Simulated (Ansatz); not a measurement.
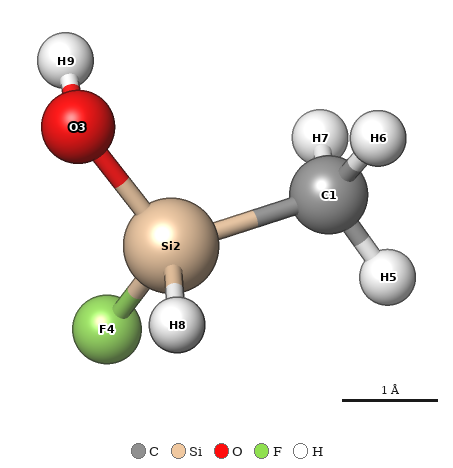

Figure 1. The structure (ball-and-stick view, seen at a tilt; atoms are numbered from 1 in the order of the input).

## What a change does: single-point calculation on CH5FOSi

System: CH5FOSi, SMILES C[SiH](O)F.
Method of the first run: RKS SPW92/def2-TZVPP (Ansatz 0.2.0).

The geometry comes from this level: PBE0-D4/def2-TZVP. Text and figures count atoms from 1; the logs count them from 0 in places.

**The input, the first run**
```yaml
crystal:
  periodic: [false, false, false]
  atoms:
    - {symbol: C, position_ang: [-1.059181, 0.382684, 0.202145]}
    - {symbol: Si, position_ang: [0.598658, -0.059391, -0.491686]}
    - {symbol: O, position_ang: [1.699823, -0.425999, 0.658760]}
    - {symbol: F, position_ang: [0.386085, -1.319198, -1.457197]}
    - {symbol: H, position_ang: [-1.759283, 0.624188, -0.601488]}
    - {symbol: H, position_ang: [-0.982086, 1.251651, 0.860097]}
    - {symbol: H, position_ang: [-1.483979, -0.444987, 0.776749]}
    - {symbol: H, position_ang: [1.213980, 1.018011, -1.292552]}
    - {symbol: H, position_ang: [1.474582, -1.073057, 1.328174]}
basis:
  gaussian: {orbitals: def2-TZVPP}
hamiltonian: {xc: lda}
output: {orbitals: {seedname: orbitals}}
```

Hardware: 2 CPU threads, shared host.

**Output (the first run)**
```
Functional definition: SPW92
  exchange = slater_x
  correlation = pw_c
1070 factors; their error is unknown
mean field evaluation 1: about -13677.8916 eV, gradient 8.9e1 eV
mean field evaluation 2: about -13645.7212 eV, gradient 1.5e2 eV
mean field evaluation 4: about -13692.0796 eV, gradient 1.2e1 eV
mean field evaluation 8: about -13692.3744 eV, gradient 2.3e-1 eV
mean field evaluation 16: about -13692.3507 eV, gradient 1.4e-4 eV
mean field -13692.35072465 eV, -503.1846081223 hartree, gradient 5.8e-5 eV, S^2 0.000000; 0 other end points of the search recorded, 0 dependent functions left out
reference -13692.35075955 eV, -503.1846094049 hartree; 21, 21 occupied and 184, 184 virtual orbitals, 1070 factors
Total energy: -13692.35075955 eV, -503.1846094049 hartree
```

For the second run the input was changed thus:
```diff
-hamiltonian: {xc: lda}
+correlation: {method: ccsd_t}
```

Predict how the results change.

The total energies belong to different methods, so their difference says nothing on which is more stable or more accurate. The HOMO goes from −7.54 to −12.44 eV. The LUMO goes from −0.32 to 3.33 eV.

**Output (the second run)**
```
Functional definition: HF
  exchange = exact_x
  correlation = 0
1217 factors; integrals over basis functions are off by at most 8.6e-4 eV
mean field evaluation 1: about -13717.5660 eV, gradient 4.6e1 eV
mean field evaluation 2: about -13717.7396 eV, gradient 4.6e1 eV
mean field evaluation 4: about -13721.6147 eV, gradient 3.4e0 eV
mean field evaluation 8: about -13721.6679 eV, gradient 2.3e-1 eV
mean field evaluation 16: about -13717.5647 eV, gradient 4.6e1 eV
mean field -13721.66809053 eV, -504.2620014465 hartree, gradient 2.0e-6 eV, S^2 0.000000; 0 other end points of the search recorded, 0 dependent functions left out
8 core orbitals not correlated: weight in the atoms' cores, before any rotation towards them, 1.000 or more for the frozen orbitals, at most 0.000 for the correlated occupied ones
reference -13721.66809053 eV, -504.2620014465 hartree; 13, 13 occupied and 184, 184 virtual orbitals, 1217 factors
second order -21.52488606 eV of doubles, -0.00000000 eV of singles
cycle   1  -21.71973036 eV  change   -1.9e-1 eV  update   9.1e-2
cycle   2  -22.16565382 eV  change   -4.5e-1 eV  update   2.5e-2
cycle   3  -22.26883043 eV  change   -1.0e-1 eV  update   1.3e-2
cycle   4  -22.25843620 eV  change    1.0e-2 eV  update   2.5e-3
cycle   5  -22.25770466 eV  change    7.3e-4 eV  update   1.0e-3
cycle   6  -22.25818222 eV  change   -4.8e-4 eV  update   2.9e-4
cycle   7  -22.25805605 eV  change    1.3e-4 eV  update   1.0e-4
cycle   8  -22.25801531 eV  change    4.1e-5 eV  update   3.1e-5
cycle   9  -22.25802279 eV  change   -7.5e-6 eV  update   1.1e-5
perturbative correction -0.71754751 eV, -0.0263693845 hartree
Total energy: -13744.64366083 eV, -505.1063380815 hartree
```

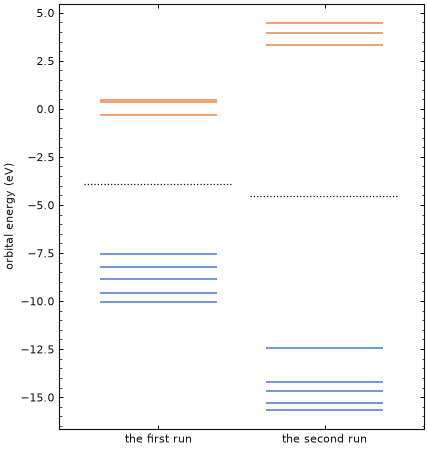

Figure 2. The five highest filled and three lowest empty orbital energies of the two runs; the dotted lines part filled from empty levels. The HOMO–LUMO gap is 7.22 eV in the first run and 15.77 eV in the second run.

**The two runs side by side**

| quantity | the first run | the second run |
| --- | --- | --- |
| outcome | converged | converged |
| total energy (hartree) | −503.184609 | −505.106338 |
| HOMO (eV) | −7.54 | −12.44 |
| LUMO (eV) | −0.32 | 3.33 |
| basis functions | 205 | 205 |
| wall time (shared host) | 1.2 s | 54 s |
